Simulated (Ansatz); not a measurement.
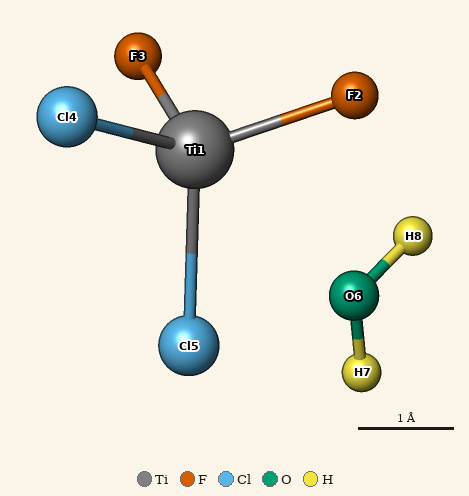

*The structure as given in the input (ball-and-stick view, seen at a tilt; atoms are numbered from 1 in the order of the input). Sticks mark near contacts.*

TiH2Cl2OF2: geometry relaxation

- system: TiH2Cl2OF2
- method: RKS PBE-D4/def2-SVP (Ansatz 0.2.0)

It belongs to a series of runs on one base structure; here: end point A relaxed. Figures and captions count atoms from 1; the log counts them from 0 in places.

**The input**
```yaml
crystal:
  periodic: [false, false, false]
  atoms:
    - { symbol: Ti, position_ang: [0.189796, 0.075881, -0.151455] }
    - { symbol: F, position_ang: [0.109318, 0.02769, 1.643716] }
    - { symbol: F, position_ang: [1.8795, -0.022589, -0.518847] }
    - { symbol: Cl, position_ang: [-0.5024, 1.943535, -1.034453] }
    - { symbol: Cl, position_ang: [-0.715369, -1.702456, -1.065439] }
    - { symbol: O, position_ang: [-2.643682, 0.03543, 1.11802] }
    - { symbol: H, position_ang: [-2.842059, -0.874252, 0.821165] }
    - { symbol: H, position_ang: [-1.998203, -0.112939, 1.854494] }
basis:
  gaussian: { orbitals: def2-SVP }
hamiltonian:
  xc: pbe
  dispersion: d4
relax:
  f_tol: 0.03
  max_steps: 50
output:
  orbitals: {}
```

Launched with:
```bash
ansatz run input.yaml --threads 4 --pin off --max-ram 5120MiB --backend cpu --events-out ev --progress --plain --runs-dir out
```

**Output**
```
The last accepted step is kept in [file] (removed where the run ends without a failure and the disk answers)
Engine: ansatz 0.2.0, aarch64-unknown-linux-gnu
Functional definition: PBE
  parameter kappa = 0.804
  parameter beta = 0.06672455060314922
  exchange = pbe_x(kappa = kappa, mu = beta*pi^2/3)
  correlation = pbe_c(beta = beta)
1325 factors; their error is unknown
mean field evaluation 1: about -55634.1135 eV, gradient 6.9e1 eV
mean field evaluation 2: about -55248.2130 eV, gradient 4.0e2 eV
mean field evaluation 4: about -55614.7121 eV, gradient 1.2e2 eV
mean field evaluation 8: about -55642.0092 eV, gradient 1.2e-1 eV
mean field -55641.95258372 eV, -2044.8040419817 hartree, gradient 2.3e-5 eV, S^2 0.000000; 0 other end points of the search recorded, 0 dependent functions left out
the calculation of the forces begins
reference -55641.95268388 eV, -2044.8040456626 hartree; 42, 42 occupied and 77, 77 virtual orbitals, 1325 factors
relax step   1: F+E_penalty+E_count = -55642.16895443 eV  Δ(F+E_penalty+E_count) = +0.000e0 eV  max|allowed force component| = 1.144e0 eV/Å  Δτ_max = 0.0000 Å  (56 SCF iters, accepted)
these checks for a lower state are left out or cut short: starts, cluster_reference, orbital_swaps, neighbouring_geometries, increment
1325 factors; their error is unknown
mean field evaluation 16: about -55642.0969 eV, gradient 2.4e-3 eV
mean field -55642.04134787 eV, -2044.8073040038 hartree, gradient 1.5e-5 eV, S^2 0.000000; 0 other end points of the search recorded, 0 dependent functions left out
the calculation of the forces begins
reference -55642.04144857 eV, -2044.8073077045 hartree; 42, 42 occupied and 77, 77 virtual orbitals, 1325 factors
relax step   2: F+E_penalty+E_count = -55642.26407420 eV  Δ(F+E_penalty+E_count) = -9.512e-2 eV  max|allowed force component| = 1.006e0 eV/Å  Δτ_max = 0.1950 Å  (38 SCF iters, accepted)
these checks for a lower state are left out or cut short: starts, cluster_reference, orbital_swaps, neighbouring_geometries, increment
1325 factors; their error is unknown
mean field -55642.17059504 eV, -2044.8120537498 hartree, gradient 2.5e-5 eV, S^2 0.000000; 0 other end points of the search recorded, 0 dependent functions left out
the calculation of the forces begins
reference -55642.17069692 eV, -2044.8120574940 hartree; 42, 42 occupied and 77, 77 virtual orbitals, 1325 factors
relax step   3: F+E_penalty+E_count = -55642.39957451 eV  Δ(F+E_penalty+E_count) = -1.355e-1 eV  max|allowed force component| = 1.293e0 eV/Å  Δτ_max = 0.1950 Å  (38 SCF iters, accepted)
these checks for a lower state are left out or cut short: starts, cluster_reference, orbital_swaps, neighbouring_geometries, increment
1325 factors; their error is unknown
mean field evaluation 32: about -55642.3161 eV, gradient 5.7e-3 eV
mean field -55642.25999871 eV, -2044.8153392740 hartree, gradient 1.5e-5 eV, S^2 0.000000; 0 other end points of the search recorded, 0 dependent functions left out
the calculation of the forces begins
reference -55642.26010200 eV, -2044.8153430701 hartree; 42, 42 occupied and 77, 77 virtual orbitals, 1325 factors
relax step   4: F+E_penalty+E_count = -55642.49258789 eV  Δ(F+E_penalty+E_count) = -9.301e-2 eV  max|allowed force component| = 5.687e-1 eV/Å  Δτ_max = 0.1951 Å  (38 SCF iters, accepted)
these checks for a lower state are left out or cut short: starts, cluster_reference, orbital_swaps, neighbouring_geometries, increment
1325 factors; their error is unknown
mean field -55642.27801131 eV, -2044.8160012252 hartree, gradient 2.6e-5 eV, S^2 0.000000; 0 other end points of the search recorded, 0 dependent functions left out
the calculation of the forces begins
reference -55642.27811439 eV, -2044.8160050132 hartree; 42, 42 occupied and 77, 77 virtual orbitals, 1325 factors
relax step   5: F+E_penalty+E_count = -55642.50971351 eV  Δ(F+E_penalty+E_count) = -1.713e-2 eV  max|allowed force component| = 1.443e-1 eV/Å  Δτ_max = 0.0709 Å  (32 SCF iters, accepted)
these checks for a lower state are left out or cut short: starts, cluster_reference, orbital_swaps, neighbouring_geometries, increment
1325 factors; their error is unknown
mean field -55642.28580068 eV, -2044.8162874790 hartree, gradient 1.1e-5 eV, S^2 0.000000; 0 other end points of the search recorded, 0 dependent functions left out
the calculation of the forces begins
reference -55642.28590378 eV, -2044.8162912679 hartree; 42, 42 occupied and 77, 77 virtual orbitals, 1325 factors
relax step   6: F+E_penalty+E_count = -55642.51668400 eV  Δ(F+E_penalty+E_count) = -6.970e-3 eV  max|allowed force component| = 1.031e-1 eV/Å  Δτ_max = 0.0499 Å  (32 SCF iters, accepted)
these checks for a lower state are left out or cut short: starts, cluster_reference, orbital_swaps, neighbouring_geometries, increment
1325 factors; their error is unknown
mean field -55642.28611127 eV, -2044.8162988931 hartree, gradient 1.4e-5 eV, S^2 0.000000; 0 other end points of the search recorded, 0 dependent functions left out
the calculation of the forces begins
reference -55642.28621445 eV, -2044.8163026847 hartree; 42, 42 occupied and 77, 77 virtual orbitals, 1325 factors
relax step   7: F+E_penalty+E_count = -55642.51751036 eV  Δ(F+E_penalty+E_count) = -8.264e-4 eV  max|allowed force component| = 2.513e-2 eV/Å  Δτ_max = 0.0153 Å  (32 SCF iters, accepted)
1325 factors; their error is unknown
mean field evaluation 64: about -55628.5437 eV, gradient 8.6e1 eV
```

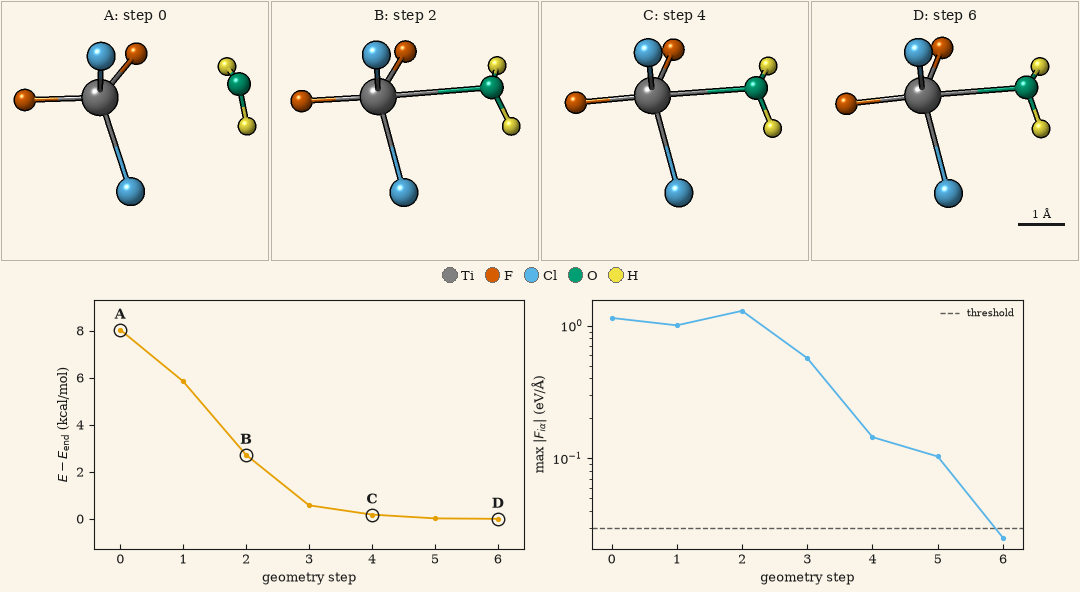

*Frames of the relaxation (ball-and-stick view, seen at a tilt) above the curves, on which the letters mark them (the first geometry is step 0 here and step 1 in the log).*

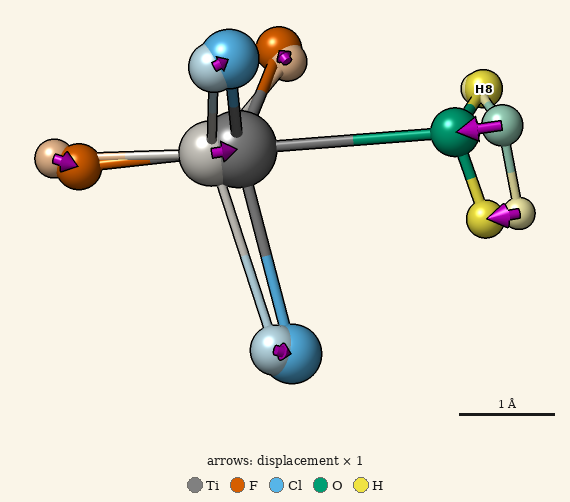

*Start (faint) and end (solid) with the displacements as pink arrows, at true length (ball-and-stick view, seen at a tilt). The two geometries are laid on each other by the best rigid fit.*

The energy falls by 8.04 kcal/mol in 6 geometry steps. The largest force component goes from 1.1 to 0.025 eV/Å. O6 moves most after the best rigid fit: 0.51 Å. Largest moves by element: O 0.51 Å, H 0.38 Å, Ti 0.29 Å, F 0.29 Å, Cl 0.20 Å. Distances before and after: Ti1–O6 3.105 → 2.314 Å, Ti1–Cl5 2.195 → 2.246 Å, Ti1–F2 1.798 → 1.762 Å, Ti1–Cl4 2.179 → 2.197 Å. New bonds form: Ti1–O6 (3.11 → 2.31 Å). Among the angles that change: F3–Ti1–Cl5 105.5° → 97.8°, F2–Ti1–Cl5 112.1° → 119.5°, F2–Ti1–F3 104.7° → 98.1°. (Atoms are counted from 1 in the order of the input.)

```
mean field -55642.28611127 eV, -2044.8162988931 hartree, gradient 1.4e-5 eV, S^2 0.000000; 1 other end points of the search recorded, 0 dependent functions left out
the calculation of the forces begins
reference -55642.28621445 eV, -2044.8163026847 hartree; 42, 42 occupied and 77, 77 virtual orbitals, 1325 factors
Total energy: -55642.51761354 eV, -2044.8248064444 hartree
Atom 0 at    -0.053209     0.062784     0.007024 Å, force    -0.001635     0.004039    -0.009737 eV/Å
Atom 1 at     0.246292     0.088336     1.742935 Å, force    -0.005726     0.001308     0.021296 eV/Å
Atom 2 at     1.597472    -0.076023    -0.525540 Å, force     0.012566    -0.000427    -0.010335 eV/Å
Atom 3 at    -0.627394     1.980447    -0.898879 Å, force     0.000414    -0.001491    -0.003796 eV/Å
Atom 4 at    -0.841170    -1.808436    -0.953621 Å, force    -0.005058     0.001280    -0.002351 eV/Å
Atom 5 at    -2.193196     0.030481     0.887001 Å, force    -0.001999    -0.025130     0.008148 eV/Å
Atom 6 at    -2.576896    -0.809421     0.558733 Å, force     0.004671     0.014239    -0.000561 eV/Å
Atom 7 at    -2.074999    -0.097867     1.849549 Å, force    -0.003232     0.006182    -0.002664 eV/Å
Dipole moment:    -0.561268    -0.211809     0.449424 e Å
```

**Trajectory as extended XYZ (Å, eV, eV/Å), 7 frames, from step=1 to step=7**
```
8
Properties=species:S:1:pos:R:3:forces:R:3 step=1 energy=-55642.16895
Ti    0.1898    0.0759   -0.1515   -0.4317  -0.0122   1.1437
F     0.1093    0.0277    1.6437    0.1053   0.0273  -0.9764
F     1.8795   -0.0226   -0.5188    0.0077   0.0003  -0.0062
Cl   -0.5024    1.9435   -1.0345    0.0061  -0.0178   0.0135
Cl   -0.7154   -1.7025   -1.0654   -0.0013  -0.0119  -0.0167
O    -2.6437    0.0354    1.1180    0.7024  -0.0792   0.2138
H    -2.8421   -0.8743    0.8212    0.0348   0.0180   0.0268
H    -1.9982   -0.1129    1.8545   -0.4233   0.0754  -0.3984
8
Properties=species:S:1:pos:R:3:forces:R:3 step=2 energy=-55642.26407
Ti    0.1363    0.0725   -0.1123   -0.4936  -0.0409   0.6340
F     0.1175    0.0261    1.6629    0.1862   0.0222  -0.3799
F     1.8207   -0.0199   -0.5156    0.0194  -0.0109   0.0275
Cl   -0.5294    1.9416   -1.0105   -0.0286   0.0888  -0.0118
Cl   -0.7419   -1.7078   -1.0492    0.0065  -0.1315  -0.0784
O    -2.4889    0.0447    0.9998    0.5634  -1.0056   0.8009
H    -2.8266   -0.8738    0.8239    0.2232   0.7073  -0.0929
H    -2.0108   -0.1131    1.8683   -0.4766   0.3706  -0.8993
8
Properties=species:S:1:pos:R:3:forces:R:3 step=3 energy=-55642.39958
Ti    0.0384    0.0507   -0.0430   -0.3146   0.0697   0.2003
F     0.1644    0.0229    1.7205    0.1248  -0.0044  -0.0682
F     1.7087   -0.0197   -0.5258   -0.0387  -0.0354   0.0967
Cl   -0.5907    1.9349   -0.9490   -0.0489   0.1281  -0.0197
Cl   -0.7706   -1.7491   -1.0207   -0.0294  -0.2312  -0.1000
O    -2.3247    0.0483    0.8947    0.3824  -0.9146   1.2932
H    -2.7387   -0.8406    0.7443    0.2495   0.5577  -0.2611
H    -2.0098   -0.0771    1.8462   -0.3251   0.4301  -1.1412
8
Properties=species:S:1:pos:R:3:forces:R:3 step=4 energy=-55642.49259
Ti   -0.0659    0.0408    0.0023    0.2410   0.1639   0.0584
F     0.1788    0.0185    1.7566    0.1096  -0.0003  -0.0638
F     1.5964   -0.0431   -0.5165   -0.0257  -0.0104   0.0862
Cl   -0.6488    1.9503   -0.9041   -0.0138   0.1012  -0.0495
Cl   -0.7939   -1.8057   -0.9928   -0.1367  -0.1574  -0.0393
O    -2.1951    0.0664    0.8641   -0.1450  -0.5119   0.5687
H    -2.5851   -0.8045    0.6296   -0.0127   0.1518  -0.2195
H    -2.0094   -0.0525    1.8280   -0.0168   0.2630  -0.3414
8
Properties=species:S:1:pos:R:3:forces:R:3 step=5 energy=-55642.50971
Ti   -0.0473    0.0633    0.0023   -0.0181  -0.0146   0.0687
F     0.2249    0.0431    1.7495    0.0000   0.0507  -0.1058
F     1.6109   -0.0486   -0.5178   -0.0338  -0.0337   0.0063
Cl   -0.6283    1.9795   -0.9097    0.0064  -0.0200   0.0362
Cl   -0.8492   -1.7974   -0.9492    0.0733  -0.0595  -0.0814
O    -2.1960    0.0286    0.8646   -0.0868  -0.0509   0.0868
H    -2.5916   -0.8283    0.6028    0.0290   0.0329  -0.1443
H    -2.0465   -0.0700    1.8248    0.0300   0.0951   0.1335
8
Properties=species:S:1:pos:R:3:forces:R:3 step=6 energy=-55642.51668
Ti   -0.0466    0.0607    0.0026   -0.0353   0.0315   0.0530
F     0.2465    0.0862    1.7423   -0.0168  -0.0070  -0.0595
F     1.6056   -0.0741   -0.5271   -0.0116   0.0048  -0.0016
Cl   -0.6267    1.9809   -0.9011    0.0152  -0.0478   0.0143
Cl   -0.8338   -1.8096   -0.9600   -0.0043   0.0277   0.0196
O    -2.2011    0.0329    0.8901    0.0045  -0.1031  -0.0469
H    -2.5882   -0.8095    0.5690    0.0326   0.0703  -0.0087
H    -2.0788   -0.0972    1.8514    0.0157   0.0236   0.0297
8
Properties=species:S:1:pos:R:3:forces:R:3 step=7 energy=-55642.51751
Ti   -0.0532    0.0628    0.0070   -0.0016   0.0040  -0.0097
F     0.2463    0.0883    1.7429   -0.0057   0.0013   0.0213
F     1.5975   -0.0760   -0.5255    0.0126  -0.0004  -0.0103
Cl   -0.6274    1.9804   -0.8989    0.0004  -0.0015  -0.0038
Cl   -0.8412   -1.8084   -0.9536   -0.0051   0.0013  -0.0024
O    -2.1932    0.0305    0.8870   -0.0020  -0.0251   0.0081
H    -2.5769   -0.8094    0.5587    0.0047   0.0142  -0.0006
H    -2.0750   -0.0979    1.8495   -0.0032   0.0062  -0.0027
```

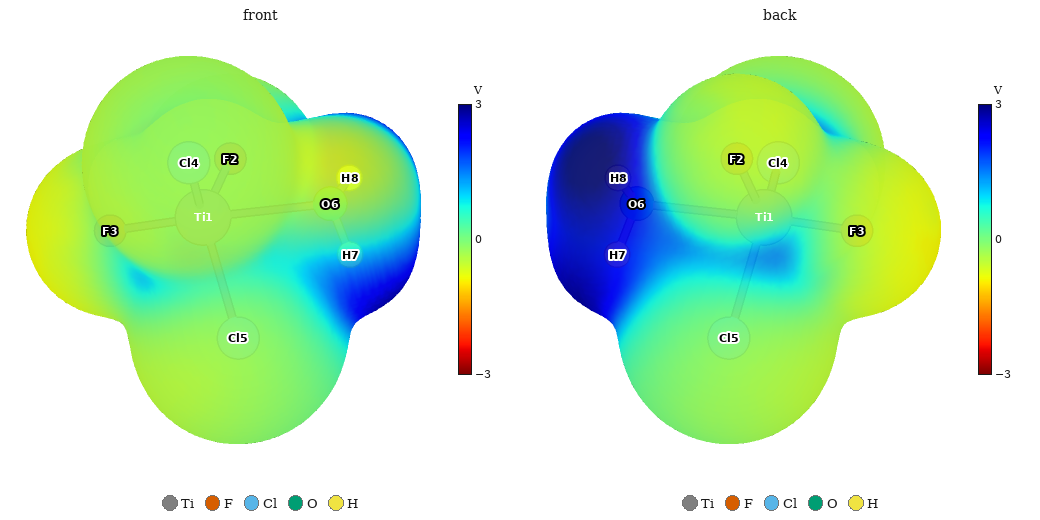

*The electrostatic potential painted on the density surface at 0.002 e/bohr³, seen face on and from behind; red is negative and blue positive.*

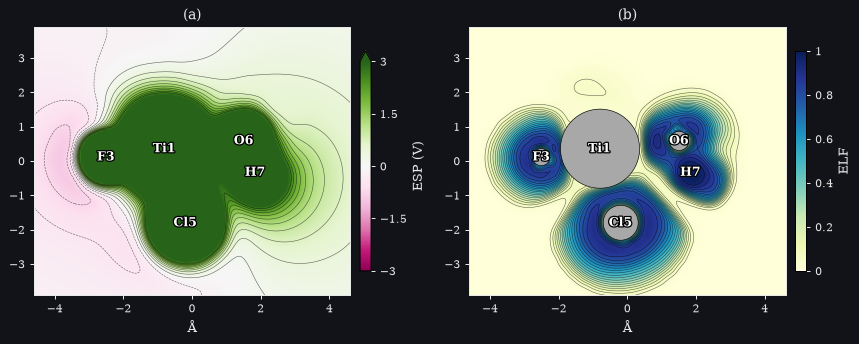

*(a) electrostatic potential; (b) electron localisation function on the plane of atoms Ti1, O6 and H7. Grey discs, where drawn, cover atomic cores.*

Ti–F (1.74 Å): the ELF peaks at about 0.85 in the valence shell of F, 0.5 Å from its nucleus, and drops to about 0.20 between the two atoms. Ti–O (2.31 Å): the ELF peaks at about 0.90 in the valence shell of O, 0.6 Å from its nucleus, and is about 0.10 at the midpoint, which marks ionic bonding with no shared pair. O–H (0.98 Å): the ELF climbs to about 1 towards the hydrogen, as it does in any bond to H (a covalent bond by its length). Ti–Cl (2.25 Å): the ELF peaks at about 0.85 in the valence shell of Cl, 0.8 Å from its nucleus, and is about 0.40 at the midpoint.

**Summary**

```csv
quantity,value
outcome,converged
total energy,−55642.5176 eV
mean-field energy,−55642.2862 eV
largest force (length of the vector) at the end,0.026 eV/Å
hardware,"4 threads of Arm Neoverse V1, 24 GiB of memory available, shared host"
wall time,16 s (CPU time 59 s)
peak memory,0.19 GiB
```
